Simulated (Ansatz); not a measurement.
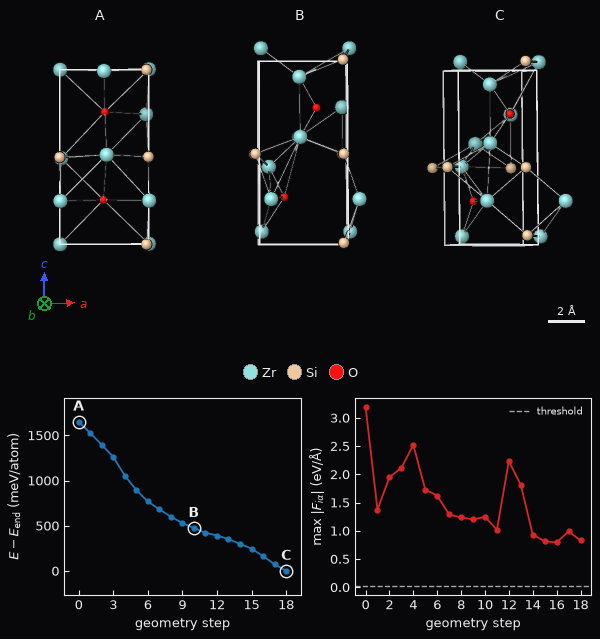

Frames of a relaxation of solid Zr₃SiO (a generated structure, set up in P1) (coarse preliminary run), marked on the history of the run. The picture is a ball-and-stick view of the cell of the calculation, seen along the b axis.

Theory: DFT PBE, scalar-relativistic, plane waves, PAW in Ansatz. (plane-wave cutoff 420 eV; k-point mesh 4 × 4 × 2; occupations gaussian; smearing width 0.2 eV; no spin polarisation; cell and atoms relaxed; force threshold 0.025 eV/Å; at most 60 steps)

**Describe the path.**

The run was cut off at its time limit before the relaxation converged, so the last structure is only a point on the way. A Zr atom moves most relative to the cell: 1.53 Å roughly along +a. Largest moves by element: Zr 1.53 Å, O 1.48 Å, Si 0.85 Å. The volume changes by −17.8 %, with a 4.947 → 4.434 Å (−10.4 %), b 4.906 → 4.773 Å (−2.7 %), c 9.728 → 9.714 Å (−0.1 %), α 89.0° → 90.3°, β 89.7° → 90.7°, γ 88.5° → 109.4°. Near-neighbour distances that change, for instance: O–Zr 3.396 → 6.064 Å, Si–Zr 5.487 → 2.990 Å, Si–Zr 5.525 → 3.156 Å, Si–Zr 5.446 → 3.093 Å. New bonds form: Zr–Zr (3.54 → 2.88 Å), Zr–Zr (4.67 → 3.27 Å). Bonds break: Zr–Zr (3.34 → 5.13 Å), Zr–Zr (3.48 → 5.41 Å). Bond angles that change, for instance: Zr–Si–Zr 177.3° → 108.5°, Zr–Si–Zr 173.9° → 107.4°, Zr–Si–Zr 93.8° → 148.4°. The space group stays P1 (No. 1). After 18 geometry steps the energy has fallen by 1652 meV per atom. The largest force component goes from 3.2 to 0.83 eV/Å. The pressure goes from 1.79 to 0.53 GPa. From step 0 to 10: an O atom moves most (1.28 Å), volume +7.0 %, energy −1178 meV per atom. From step 10 to 18: a Zr atom moves most (0.99 Å), volume −23.2 %, energy −475 meV per atom.
